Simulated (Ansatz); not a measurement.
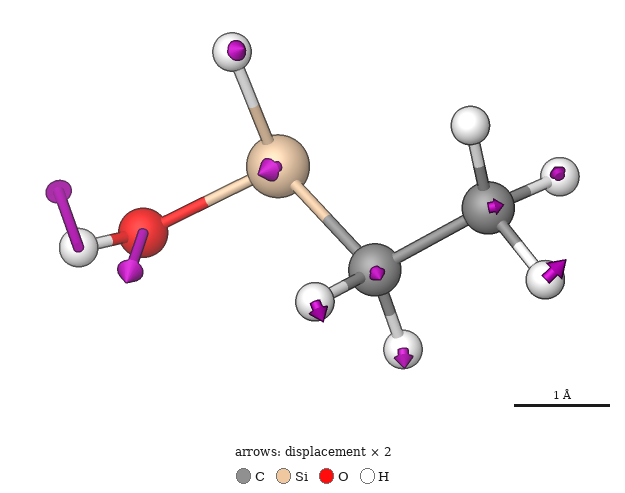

This is a relaxation of C₂H₇OSi (multiplicity 2) (coarse preliminary run). The starting structure is drawn; purple arrows show the displacements, magnified 2 times. The two geometries are superimposed by the best rigid fit.

A ball-and-stick model, seen at a tilt.

The start comes from a force field.

Computed with Ansatz 0.2.0, UKS PBE-D4/def2-SVP. Set-up: force threshold 0.03 eV/Å; at most 200 steps.

**Which element moves most?**

Hydrogen: up to 0.74 Å, against 0.48 Å for oxygen.

**What did the optimiser do to the structure, and how much energy did it gain?**

The atom that moves furthest after the best rigid fit is an H atom (0.74 Å). Largest moves by element: H 0.74 Å, O 0.48 Å, Si 0.17 Å, C 0.09 Å. Near-neighbour distances that change, for instance: H–O 0.895 → 0.973 Å, C–C 1.478 → 1.533 Å, C–Si 1.846 → 1.896 Å, C–H 1.070 → 1.111 Å. Bond angles that change, for instance: C–Si–O 113.9° → 105.5°, O–Si–H 102.9° → 111.0°, Si–O–H 121.7° → 114.6°. Groups turn about O–Si by about 105°. Over 11 geometry steps the energy falls by 0.555 eV. Largest force component: 4.2 eV/Å at the start, 0.014 eV/Å at the end. The run took about 30 core-seconds on a shared host.
